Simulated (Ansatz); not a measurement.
# C2H8FNSn: rotation by 120° about the Sn2–N3 bond, part 2 of 2

Aim: the minimum-energy path and barrier of the rotation by 120° about the Sn2–N3 bond. The ends are relaxed first, then joined by a nudged elastic band. SMILES of the start: [CH3][SnH2][NH]CF.

Ansatz 0.2.0; RKS PBE0-D4/def2-SVP. The steps go on from the part before.

## 6. The band

crystal.atoms is end A as relaxed above, and neb.final_atoms is end B, turned to lie on A. With 7 inner images the band has 9 in all. The start path is listed, through a guess of the saddle.

input.yaml reads:

```yaml
crystal:
  periodic: [false, false, false]
  atoms:
    - { symbol: C, position_ang: [-2.343246, -0.386692, -0.524985] }
    - { symbol: Sn, position_ang: [-0.314492, -0.915718, -0.079428] }
    - { symbol: "N", position_ang: [0.644537, 0.864818, 0.340101] }
    - { symbol: C, position_ang: [2.0433, 0.907953, 0.253759] }
    - { symbol: F, position_ang: [2.689374, 0.025234, 1.126042] }
    - { symbol: H, position_ang: [-2.922788, -1.281842, -0.791531] }
    - { symbol: H, position_ang: [-2.810457, 0.087787, 0.349724] }
    - { symbol: H, position_ang: [-2.36144, 0.319628, -1.366384] }
    - { symbol: H, position_ang: [0.535393, -1.51527, -1.440995] }
    - { symbol: H, position_ang: [-0.239389, -2.016861, 1.237722] }
    - { symbol: H, position_ang: [0.300366, 1.331164, 1.176122] }
    - { symbol: H, position_ang: [2.376051, 0.628809, -0.760974] }
    - { symbol: H, position_ang: [2.423291, 1.916191, 0.495526] }
basis:
  gaussian: { orbitals: def2-SVP }
hamiltonian:
  xc: pbe0
  dispersion: d4
neb:
  order_check: false
  images: 7
  f_tol: 0.05
  max_iterations: 60
  final_atoms:
    - { symbol: C, position_ang: [-2.07255758, -0.3085531, -0.12053386] }
    - { symbol: Sn, position_ang: [-0.13390082, -1.03333871, -0.68829372] }
    - { symbol: "N", position_ang: [1.29472047, 0.44884182, -0.49765455] }
    - { symbol: C, position_ang: [1.63521427, 0.86744895, 0.79424986] }
    - { symbol: F, position_ang: [0.55073862, 1.37401966, 1.52990474] }
    - { symbol: H, position_ang: [-2.76561613, -1.14351116, 0.05531813] }
    - { symbol: H, position_ang: [-1.95369569, 0.27677843, 0.80166879] }
    - { symbol: H, position_ang: [-2.48261164, 0.33879064, -0.90837033] }
    - { symbol: H, position_ang: [-0.06871159, -1.51607463, -2.33299231] }
    - { symbol: H, position_ang: [0.42944613, -2.26372218, 0.364253] }
    - { symbol: H, position_ang: [1.16986915, 1.23057759, -1.13602642] }
    - { symbol: H, position_ang: [2.02705321, 0.02166692, 1.3859068] }
    - { symbol: H, position_ang: [2.39055161, 1.67227676, 0.76726888] }
  initial_path:
    images:
      - { positions_ang: [[-2.343246, -0.386692, -0.524985], [-0.314492, -0.915718, -0.079428], [0.644537, 0.864818, 0.340101], [2.0433, 0.907953, 0.253759], [2.689374, 0.025234, 1.126042], [-2.922788, -1.281842, -0.791531], [-2.810457, 0.087787, 0.349724], [-2.36144, 0.319628, -1.366384], [0.535393, -1.51527, -1.440995], [-0.239389, -2.016861, 1.237722], [0.300366, 1.331164, 1.176122], [2.376051, 0.628809, -0.760974], [2.423291, 1.916191, 0.495526]] }
      - { positions_ang: [[-2.30325775, -0.35585867, -0.50879258], [-0.3047171, -0.93427089, -0.08053364], [0.67434287, 0.74868143, 0.50391037], [2.04540694, 0.87460252, 0.27160633], [2.69651311, 0.43905827, 1.09669446], [-2.9017636, -1.20819816, -0.84425647], [-2.786804, 0.0677241, 0.38926086], [-2.30795512, 0.41859495, -1.2942126], [0.53691238, -1.4552736, -1.47068411], [-0.27469625, -2.13243927, 1.14134448], [0.26521248, 1.31430112, 1.1578806], [2.43942473, 0.4427784, -0.53306162], [2.24188132, 1.74550079, 0.18554292]] }
      - { positions_ang: [[-2.26326951, -0.32502533, -0.49260017], [-0.2949422, -0.95282378, -0.08163928], [0.70414875, 0.63254487, 0.66771975], [2.04751388, 0.84125204, 0.28945367], [2.70365222, 0.85288254, 1.06734691], [-2.88073919, -1.13455432, -0.89698195], [-2.76315101, 0.04766119, 0.42879772], [-2.25447024, 0.5175619, -1.22204121], [0.53843175, -1.39527719, -1.50037322], [-0.3100035, -2.24801755, 1.04496697], [0.23005895, 1.29743824, 1.13963921], [2.50279846, 0.2567478, -0.30514924], [2.06047164, 1.57481059, -0.12444016]] }
      - { positions_ang: [[-2.22328126, -0.294192, -0.47640775], [-0.2851673, -0.97137666, -0.08274492], [0.73395462, 0.5164083, 0.83152912], [2.04962081, 0.80790156, 0.307301], [2.71079133, 1.26670681, 1.03799937], [-2.85971479, -1.06091048, -0.94970742], [-2.73949801, 0.02759829, 0.46833458], [-2.20098535, 0.61652885, -1.14986981], [0.53995113, -1.33528079, -1.53006232], [-0.34531075, -2.36359582, 0.94858945], [0.19490543, 1.28057536, 1.12139781], [2.56617219, 0.0707172, -0.07723686], [1.87906196, 1.40412038, -0.43442325]] }
      - { positions_ang: [[-2.18329301, -0.26335867, -0.46021533], [-0.27539241, -0.98992955, -0.08385056], [0.7637605, 0.40027174, 0.99533849], [2.05172775, 0.77455108, 0.32514833], [2.71793044, 1.68053108, 1.00865182], [-2.83869038, -0.98726664, -1.0024329], [-2.71584501, 0.00753538, 0.50787144], [-2.14750047, 0.7154958, -1.07769841], [0.5414705, -1.27528439, -1.55975143], [-0.380618, -2.4791741, 0.85221193], [0.15975191, 1.26371248, 1.10315641], [2.62954591, -0.1153134, 0.15067552], [1.69765227, 1.23343018, -0.74440633]] }
      - { positions_ang: [[-2.15560915, -0.27465727, -0.37529496], [-0.24001951, -1.00078184, -0.23496135], [0.89650049, 0.41241426, 0.62209023], [1.94759938, 0.79777554, 0.44242372], [2.17613248, 1.60390323, 1.13896505], [-2.82042182, -1.02632777, -0.73799514], [-2.52530768, 0.07484615, 0.58132078], [-2.23127826, 0.62131951, -1.03536639], [0.38892498, -1.33548195, -1.75306165], [-0.17810197, -2.42531112, 0.7302222], [0.41228122, 1.25542876, 0.5433607], [2.47892274, -0.08106832, 0.45948334], [1.87087711, 1.34314182, -0.36648753]] }
      - { positions_ang: [[-2.12792529, -0.28595588, -0.2903746], [-0.20464661, -1.01163413, -0.38607214], [1.02924048, 0.42455678, 0.24884197], [1.84347101, 0.82100001, 0.5596991], [1.63433453, 1.52727537, 1.26927828], [-2.80215326, -1.0653889, -0.47355738], [-2.33477035, 0.14215691, 0.65477011], [-2.31505605, 0.52714322, -0.99303437], [0.23637946, -1.39567951, -1.94637187], [0.02441406, -2.37144814, 0.60823247], [0.66481053, 1.24714504, -0.01643501], [2.32829956, -0.04682324, 0.76829116], [2.04410194, 1.45285347, 0.01143127]] }
      - { positions_ang: [[-2.10024144, -0.29725449, -0.20545423], [-0.16927372, -1.02248642, -0.53718293], [1.16198047, 0.4366993, -0.12440629], [1.73934264, 0.84422448, 0.67697448], [1.09253657, 1.45064751, 1.39959151], [-2.7838847, -1.10445003, -0.20911963], [-2.14423302, 0.20946767, 0.72821945], [-2.39883384, 0.43296693, -0.95070235], [0.08383393, -1.45587707, -2.13968209], [0.22693009, -2.31758516, 0.48624274], [0.91733984, 1.23886131, -0.57623071], [2.17767639, -0.01257816, 1.07709898], [2.21732677, 1.56256511, 0.38935007]] }
      - { positions_ang: [[-2.07255758, -0.3085531, -0.12053386], [-0.13390082, -1.03333871, -0.68829372], [1.29472047, 0.44884182, -0.49765455], [1.63521427, 0.86744895, 0.79424986], [0.55073862, 1.37401966, 1.52990474], [-2.76561613, -1.14351116, 0.05531813], [-1.95369569, 0.27677843, 0.80166879], [-2.48261164, 0.33879064, -0.90837033], [-0.06871159, -1.51607463, -2.33299231], [0.42944613, -2.26372218, 0.364253], [1.16986915, 1.23057759, -1.13602642], [2.02705321, 0.02166692, 1.3859068], [2.39055161, 1.67227676, 0.76726888]] }
```

On the command line:

```bash
$ ansatz run input.yaml --threads 2 --pin off --max-ram 3072MiB --backend cpu --events-out ev --progress --plain --runs-dir out
```

Output, cut to the lines that bear on the results:

```text
Warning: RAYON_NUM_THREADS=2 ignored (pool sized by the plan → 2); use --threads N
[...]
Functional definition: PBE0
[...]
1437 factors; integrals over basis functions are off by at most 3.7e-4 eV
[...]
mean field -12230.53863000 eV, -449.4640044957 hartree, gradient 1.4e-5 eV, S^2 0.000000; 0 other end points of the search recorded, 0 dependent functions left out
[...]
reference -12230.53866304 eV, -449.4640057100 hartree; 29, 29 occupied and 93, 93 virtual orbitals, 1437 factors
[...]
reference -12221.40989245 eV, -449.1285295783 hartree; 29, 29 occupied and 93, 93 virtual orbitals, 1437 factors
1437 factors; integrals over basis functions are off by at most 3.6e-4 eV
[...]
mean field -12226.19744327 eV, -449.3044688258 hartree, gradient 3.2e-5 eV, S^2 0.000000; 0 other end points of the search recorded, 0 dependent functions left out
[...]
reference -12226.19747424 eV, -449.3044699642 hartree; 29, 29 occupied and 93, 93 virtual orbitals, 1437 factors
1437 factors; integrals over basis functions are off by at most 5.8e-4 eV
[...]
```

## 7. The log goes on: band between the two ends

Output, continued, cut to the lines that bear on the results:

```text
mean field -12229.64855940 eV, -449.4312950045 hartree, gradient 4.1e-5 eV, S^2 0.000000; 0 other end points of the search recorded, 0 dependent functions left out
[...]
reference -12229.64859032 eV, -449.4312961408 hartree; 29, 29 occupied and 93, 93 virtual orbitals, 1437 factors
1437 factors; integrals over basis functions are off by at most 4.8e-4 eV
[...]
Atom 10 at     0.265835     1.586782    -0.032181 Å, force     0.002862     0.001461    -0.010816 eV/Å
Atom 11 at     2.747178     0.035254     0.012528 Å, force     0.008460     0.000482     0.004730 eV/Å
Atom 12 at     2.546998     1.792007     0.328179 Å, force    -0.008647     0.001563     0.003145 eV/Å
Dipole moment:    -0.323616     0.048966    -0.225041 e Å
this run last wrote the band of iteration 23 to <dir>; this run last wrote the band within `neb.f_tol` of iteration 21 to <dir>
```

Run time: 12 min. Hardware: 2 threads of Arm Neoverse V1, shared host; peak memory 0.34 GiB.

## 8. What the band shows

The 7 inner images lie between the fixed ends 0 and 8. Energy is taken from image 0, and the path length is the program's own coordinate along the band.

| image | path (Å) | energy (eV) | dihedral C1–Sn2–N3–C4 (°) | band force (eV/Å) |
| --- | --- | --- | --- | --- |
| 0 | 0.000 | 0.0000 | -160 | - |
| 1 | 0.799 | 0.0107 | -178 | 0.010 |
| 2 | 1.598 | 0.0302 | 163 | 0.019 |
| 3* | 2.397 | 0.0409 | 144 | 0.033 |
| 4 | 3.044 | 0.0370 | 130 | 0.029 |
| 5 | 3.691 | 0.0218 | 114 | 0.021 |
| 6 | 4.338 | 0.0001 | 98 | 0.019 |
| 7 | 4.985 | -0.0181 | 83 | 0.004 |
| 8 | 5.632 | -0.0247 | 69 | - |

The star marks the climbing image.

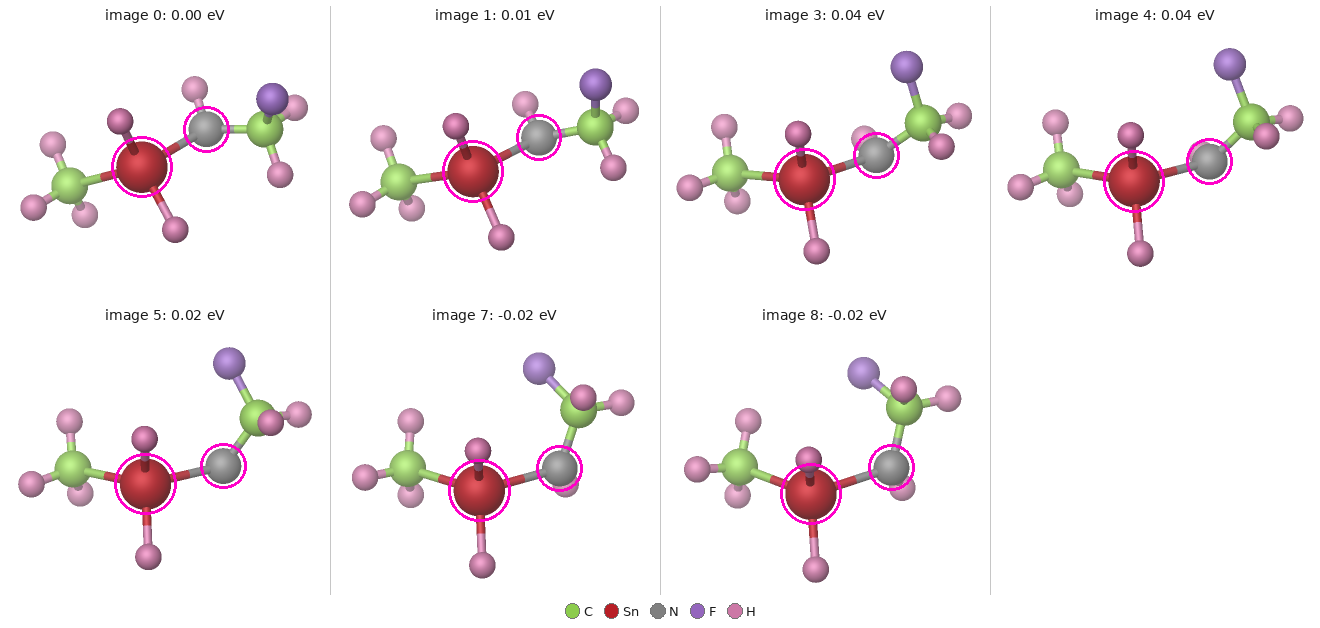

Snapshots along the band, viewed from a free direction. Ringed: Sn2, N3. Sticks join atoms closer than a bonding distance in each image.

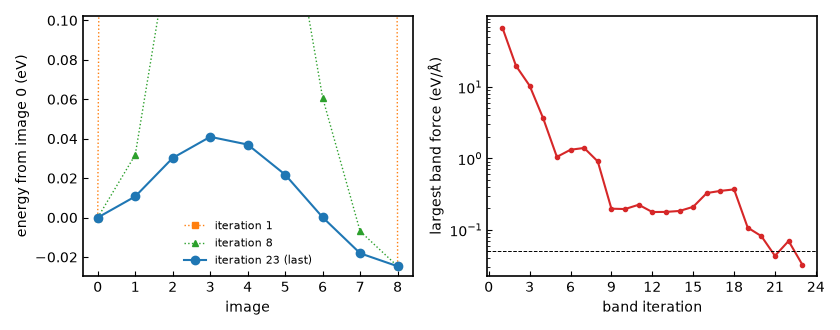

Left: energy of each image for early iterations and the last one (lines only join the points; early values far above the last band run off the scale). Right: the largest band force by iteration, with the threshold dashed.

How the highest energy settled:

| iteration | highest image above image 0 (eV) | largest band force (eV/Å) |
| --- | --- | --- |
| 1 | 24.5092 | 67.923 |
| 3 | 3.4344 | 10.428 |
| 5 | 0.3276 | 1.050 |
| 7 | 0.2211 | 1.401 |
| 9 | 0.1996 | 0.198 |
| 11 | 0.1676 | 0.225 |
| 13 | 0.1512 | 0.178 |
| 15 | 0.1259 | 0.210 |
| 17 | 0.0800 | 0.351 |
| 19 | 0.0416 | 0.107 |
| 21 | 0.0411 | 0.043 |
| 23 | 0.0409 | 0.033 |

Positions of all images (Å):

```xyz
13
image=0 dE=0.0000
C    -2.343   -0.387   -0.525
Sn   -0.314   -0.916   -0.079
N     0.645    0.865    0.340
C     2.043    0.908    0.254
F     2.689    0.025    1.126
H    -2.923   -1.282   -0.792
H    -2.810    0.088    0.350
H    -2.361    0.320   -1.366
H     0.535   -1.515   -1.441
H    -0.239   -2.017    1.238
H     0.300    1.331    1.176
H     2.376    0.629   -0.761
H     2.423    1.916    0.496
13
image=1 dE=0.0107
C    -2.352   -0.382   -0.437
Sn   -0.295   -0.927   -0.180
N     0.680    0.863    0.139
C     2.072    0.879    0.309
F     2.511    0.174    1.433
H    -2.949   -1.260   -0.719
H    -2.749    0.025    0.504
H    -2.439    0.380   -1.223
H     0.428   -1.546   -1.607
H    -0.108   -2.033    1.122
H     0.207    1.471    0.804
H     2.570    0.412   -0.559
H     2.444    1.912    0.426
13
image=2 dE=0.0302
C    -2.342   -0.362   -0.343
Sn   -0.282   -0.947   -0.273
N     0.744    0.831   -0.060
C     2.079    0.849    0.364
F     2.265    0.375    1.665
H    -2.981   -1.234   -0.538
H    -2.637    0.083    0.618
H    -2.492    0.376   -1.143
H     0.269   -1.628   -1.749
H     0.022   -2.026    1.027
H     0.190    1.558    0.386
H     2.700    0.211   -0.289
H     2.485    1.877    0.349
13
image=3 dE=0.0409
C    -2.320   -0.314   -0.248
Sn   -0.278   -0.960   -0.359
N     0.838    0.776   -0.257
C     2.065    0.802    0.420
F     1.959    0.545    1.790
H    -2.995   -1.175   -0.354
H    -2.507    0.166    0.723
H    -2.533    0.403   -1.053
H     0.079   -1.678   -1.877
H     0.152   -2.014    0.923
H     0.266    1.587   -0.032
H     2.747    0.035    0.013
H     2.547    1.792    0.328
13
image=4 dE=0.0370
C    -2.299   -0.267   -0.184
Sn   -0.285   -0.972   -0.398
N     0.928    0.699   -0.392
C     2.042    0.766    0.455
F     1.716    0.748    1.816
H    -3.009   -1.088   -0.357
H    -2.451    0.133    0.828
H    -2.497    0.527   -0.919
H    -0.049   -1.756   -1.908
H     0.207   -1.997    0.885
H     0.397    1.567   -0.388
H     2.711   -0.095    0.286
H     2.610    1.699    0.290
13
image=5 dE=0.0218
C    -2.254   -0.272   -0.164
Sn   -0.254   -0.987   -0.461
N     1.028    0.635   -0.486
C     1.965    0.784    0.545
F     1.388    0.930    1.813
H    -2.976   -1.091   -0.290
H    -2.356    0.148    0.846
H    -2.481    0.512   -0.902
H    -0.100   -1.773   -1.979
H     0.293   -2.011    0.797
H     0.555    1.510   -0.697
H     2.622   -0.101    0.606
H     2.589    1.682    0.386
13
image=6 dE=0.0001
C    -2.199   -0.278   -0.172
Sn   -0.211   -1.002   -0.533
N     1.137    0.564   -0.518
C     1.861    0.809    0.657
F     1.053    1.094    1.766
H    -2.925   -1.100   -0.248
H    -2.254    0.167    0.830
H    -2.455    0.486   -0.920
H    -0.098   -1.732   -2.084
H     0.351   -2.063    0.687
H     0.768    1.421   -0.922
H     2.458   -0.076    0.937
H     2.534    1.675    0.534
13
image=7 dE=-0.0181
C    -2.134   -0.284   -0.158
Sn   -0.169   -1.020   -0.608
N     1.233    0.497   -0.521
C     1.744    0.834    0.738
F     0.759    1.226    1.659
H    -2.860   -1.109   -0.136
H    -2.109    0.213    0.821
H    -2.445    0.443   -0.922
H    -0.083   -1.648   -2.204
H     0.394   -2.152    0.548
H     0.983    1.319   -1.065
H     2.254   -0.031    1.195
H     2.453    1.677    0.667
13
image=8 dE=-0.0247
C    -2.073   -0.309   -0.121
Sn   -0.134   -1.033   -0.688
N     1.295    0.449   -0.498
C     1.635    0.867    0.794
F     0.551    1.374    1.530
H    -2.766   -1.144    0.055
H    -1.954    0.277    0.802
H    -2.483    0.339   -0.908
H    -0.069   -1.516   -2.333
H     0.429   -2.264    0.364
H     1.170    1.231   -1.136
H     2.027    0.022    1.386
H     2.391    1.672    0.767
```

## 9. Frequencies at the highest image

The geometry is the highest inner image of the first converged band.

input.yaml reads:

```yaml
crystal:
  periodic: [false, false, false]
  atoms:
    - { symbol: C, position_ang: [-2.319513, -0.314018, -0.248426] }
    - { symbol: Sn, position_ang: [-0.278381, -0.960247, -0.358831] }
    - { symbol: "N", position_ang: [0.837652, 0.77572, -0.256583] }
    - { symbol: C, position_ang: [2.065157, 0.801985, 0.419736] }
    - { symbol: F, position_ang: [1.959156, 0.544878, 1.789676] }
    - { symbol: H, position_ang: [-2.995034, -1.174521, -0.354478] }
    - { symbol: H, position_ang: [-2.506706, 0.16589, 0.722511] }
    - { symbol: H, position_ang: [-2.533305, 0.403466, -1.053278] }
    - { symbol: H, position_ang: [0.079182, -1.677615, -1.877235] }
    - { symbol: H, position_ang: [0.152282, -2.014382, 0.923081] }
    - { symbol: H, position_ang: [0.265835, 1.586782, -0.032181] }
    - { symbol: H, position_ang: [2.747178, 0.035254, 0.012528] }
    - { symbol: H, position_ang: [2.546998, 1.792007, 0.328179] }
basis:
  gaussian: { orbitals: def2-SVP }
hamiltonian:
  xc: pbe0
  dispersion: d4
phonons: {}
```

On the command line:

```bash
$ ansatz run input.yaml --threads 2 --pin off --max-ram 3072MiB --backend cpu --events-out ev --progress --plain --runs-dir out
```

Output, cut to the lines that bear on the results:

```text
Warning: RAYON_NUM_THREADS=2 ignored (pool sized by the plan → 2); use --threads N
[...]
Functional definition: PBE0
[...]
1436 factors; integrals over basis functions are off by at most 3.3e-4 eV
[...]
mean field -12230.49747222 eV, -449.4624919752 hartree, gradient 1.4e-5 eV, S^2 0.000000; 0 other end points of the search recorded, 0 dependent functions left out
[...]
reference -12230.49750477 eV, -449.4624931714 hartree; 29, 29 occupied and 93, 93 virtual orbitals, 1436 factors
[...]
WARN: phonons: modes at or below zero, which the zero-point energy, F, S and C_V leave out: 1, the lowest at -38.32 cm⁻¹. A minimum has none, and a first-order saddle one
[...]
Atom 10 at     0.265835     1.586782    -0.032181 Å, force     0.002872     0.001480    -0.010863 eV/Å
Atom 11 at     2.747178     0.035254     0.012528 Å, force     0.008489     0.000500     0.004731 eV/Å
Atom 12 at     2.546998     1.792007     0.328179 Å, force    -0.008654     0.001564     0.003140 eV/Å
Dipole moment:    -0.323616     0.048965    -0.225038 e Å
Vibrations: -38.32 80.14 90.97 114.91 250.73 372.97 459.15 507.88 535.20 557.44 609.35 656.38 727.77 768.51 786.26 992.84 1071.39 1216.70 1226.44 1270.41 1390.73 1427.51 1433.74 1433.99 1493.18 1924.54 1931.98 3044.81 3073.58 3105.70 3190.78 3192.32 3589.52 cm⁻¹, zero-point energy 2.636390 eV
```

Run time: 4 min. Hardware: 2 threads of Arm Neoverse V1, shared host; peak memory 0.31 GiB.

Of 33 modes, 1 is imaginary by more than 30 cm⁻¹ (38i cm⁻¹).

## 10. Results

This closing draws on all 2 parts.

```
                    quantity                     value
                       end A  24 moves, 0.879 eV lower
                       end B  26 moves, 0.876 eV lower
            barrier forwards                  0.041 eV
           barrier backwards                  0.066 eV
second end relative to first                 -0.025 eV
               highest image     3 of 0 to 8, climbing
             band iterations                        23
  imaginary modes at the top                  38i cm⁻¹
```

What this shows: Along this path the system climbs 0.041 eV from the first end (1.6 kT at 300 K). Going back costs 0.066 eV, since the second end is 0.025 eV below the first. The listed dihedral goes from -160° at end A through 144° at the highest image to 69° at end B. One imaginary mode, as a first-order saddle point has. Zero-point energy and entropy are left out.
